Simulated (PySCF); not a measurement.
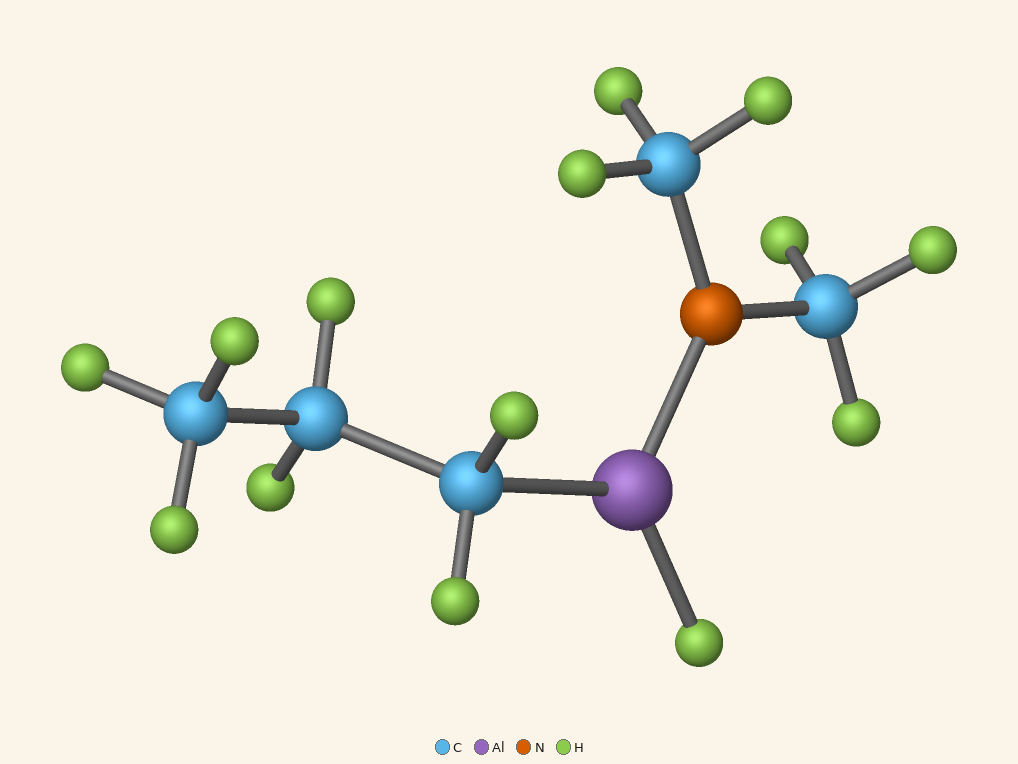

The picture comes from a calculation with PySCF.

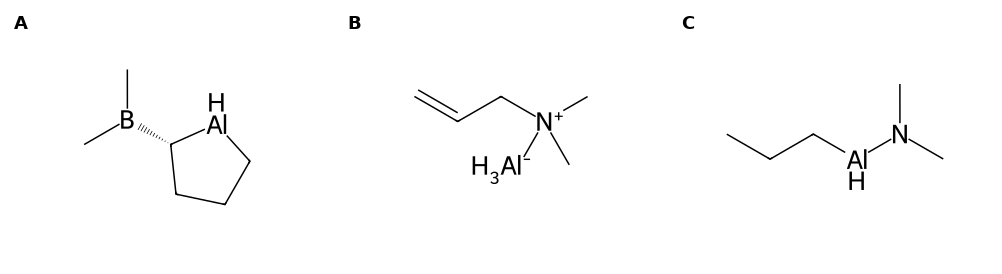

Which structural formula matches the 3D model?

Answer. C, `CC[CH2][AlH][N](C)C`.
